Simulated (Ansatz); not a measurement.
Input file:

```
crystal:
  periodic: [false, false, false]
  atoms:
    - {symbol: C, position_ang: [0.000000, 0.000000, -0.184247]}
    - {symbol: Si, position_ang: [0.000000, 0.000000, 1.459332]}
    - {symbol: H, position_ang: [0.000000, 0.000000, -1.275085]}
basis:
  gaussian:
    orbitals: def2-TZVPD
total_charge: -1
hamiltonian:
  xc: {name: PBE0}
output: {forces: true, orbitals: {seedname: orbitals}}
```

Command:

```sh
ansatz run input.yaml --threads 1 --pin off --max-ram 2610MiB --events-out events.jsonl --progress --plain --runs-dir runs
```

Geometry: PBE0-D3(BJ)/def2-SVPD.

Theory: isolated molecule in a Gaussian basis; Kohn-Sham density functional theory, functional PBE0 in Ansatz.

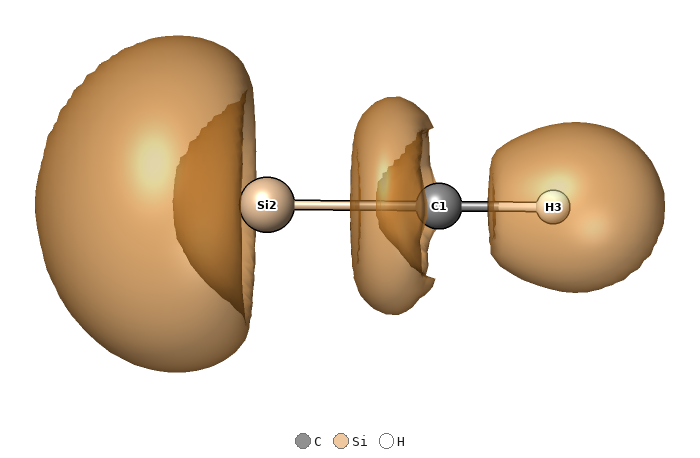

CHSi (charge −1). Isosurface of the ELF at 0.8 (orange), seen from one side. Core shells and regions of very low density are left out.

Where are the electrons localised?

At this value the surface marks out one region between bonded C–Si atoms (shared pairs), one region around a hydrogen nucleus and one lobe on Si, pointing away from the bonds (lone pairs).

Values along the shortest contacts:
C–Si (1.64 Å): the ELF peaks at about 0.85 between the atoms; a covalent bond. C–H (1.09 Å): the ELF climbs to about 1 towards the hydrogen, as it does in any bond to H; a covalent bond by its length.
